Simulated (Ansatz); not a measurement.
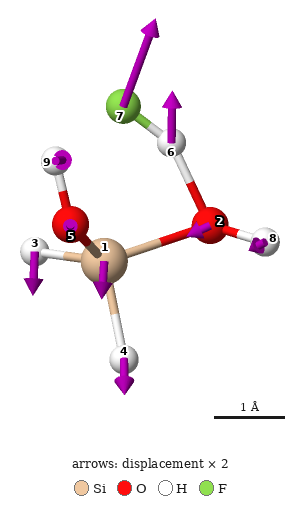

A relaxation of SiH5O2F (started from a transition state, displaced along its imaginary mode). The starting structure is drawn; purple arrows show the displacements, magnified 2 times. The two geometries are superimposed by the best rigid fit.

Style: ball-and-stick. Shown at a tilt.

These are results of Ansatz 0.2.0, RKS PBE0-D4/def2-TZVP, not measurements.

Input file:
```yaml
crystal:
  periodic: [false, false, false]
  atoms:
    - {symbol: Si, position_ang: [-0.468784, -0.519136, -0.005088]}
    - {symbol: O, position_ang: [0.538890, 0.120908, 1.237556]}
    - {symbol: H, position_ang: [0.193353, -1.739933, -0.523120]}
    - {symbol: H, position_ang: [-1.659567, -0.865249, 0.767370]}
    - {symbol: O, position_ang: [-1.094527, 0.497808, -1.146474]}
    - {symbol: H, position_ang: [1.309908, 0.441100, 0.224797]}
    - {symbol: F, position_ang: [1.520848, 0.410739, -0.624333]}
    - {symbol: H, position_ang: [0.152838, 0.774279, 1.828162]}
    - {symbol: H, position_ang: [-0.493059, 0.879485, -1.758971]}
basis:
  gaussian: {orbitals: def2-TZVP}
hamiltonian: {xc: pbe0, dispersion: d4}
relax: {f_tol: 0.005, max_steps: 200}
```

Launched with:
```bash
ansatz run in.yaml --threads 4 --pin off --events-out ev --progress --plain --max-ram 9574MiB
```

> What did the optimiser do to the structure, and how much energy did it gain?

After 11 accepted moves (12 points after the start) the energy has fallen by 1.064 eV. Largest force component: 7.6 eV/Å at the start, 0.0038 eV/Å at the end. The line search rejected the trial step at point 8 of the run. The atom that moves furthest after the best rigid fit is F7 (0.70 Å). Largest moves by element: F 0.70 Å, H 0.38 Å, Si 0.28 Å, O 0.19 Å. Near-neighbour distances that change, for instance: Si1–F7 2.282 → 3.185 Å, Si1–H6 2.034 → 2.606 Å, O2–H6 1.313 → 1.691 Å, H6–F7 0.875 → 0.945 Å. Bond angles that change, for instance: O2–Si1–H4 100.6° → 109.6°, O2–Si1–O5 119.4° → 111.1°, H4–Si1–O5 101.7° → 106.4°. The run took 18 s on 4 threads of Arm Neoverse V2 (shared host).
